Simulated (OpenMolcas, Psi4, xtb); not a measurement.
**Si5H12 (SMILES [SiH3][Si]([SiH3])([SiH3])[SiH3]): methods side by side**

The species is Si5H12 (17 atoms), meant as a singlet with charge 0. SMILES: `[SiH3][Si]([SiH3])([SiH3])[SiH3]`. The shape is that of a PBE0-D4/def2-TZVP optimisation.

Each level gives the vertical ionisation energy (to the doublet cation) (eV). The values are calculated.

| level | kind | program | value (eV) | CPU time (all runs) |
| --- | --- | --- | --- | --- |
| GFN2-xTB | semi-empirical | xtb | 11.72 | under 2 s |
| GFN1-xTB | semi-empirical | xtb | 13.19 | under 2 s |
| HF/6-31G* (spherical functions) | Hartree–Fock | OpenMolcas | 9.17 | 51 s |
| SVWN5/6-31G* (spherical functions) | LDA | OpenMolcas | 9.24 | 3.5 min |
| BLYP/6-31G* (spherical functions) | GGA | OpenMolcas | 9.11 | 5.7 min |
| revPBE/6-31G* (spherical functions) | GGA | OpenMolcas | 9.28 | 5.1 min |
| M06-L/6-31G* (spherical functions) | meta-GGA | OpenMolcas | 9.43 | 5.4 min |
| PBE0/6-31G* (spherical functions) | global hybrid | OpenMolcas | 9.54 | 3.8 min |
| CAM-B3LYP/6-31G* (spherical functions) | range-separated hybrid | Psi4 | 9.66 | 5.7 min |
| MP2/6-31G* (spherical functions) | perturbation theory | Psi4 | 9.53 | 94 s |

The values span 9.11 to 13.19 eV. The xTB values lack the empirical shift that such differences need. CPU times are rough (shared hosts, several kinds of processor): they show what a rung costs within a factor of a few.

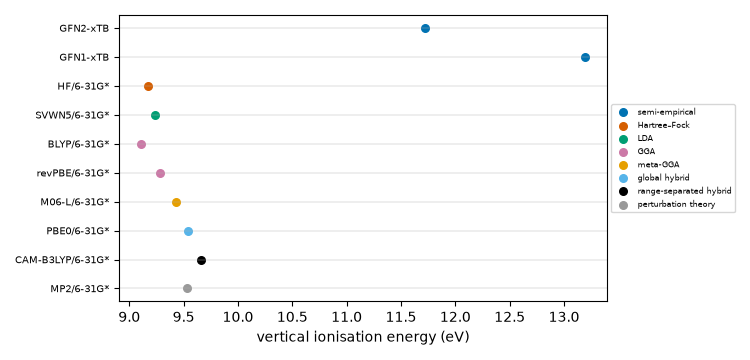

The values of the table, level by level.
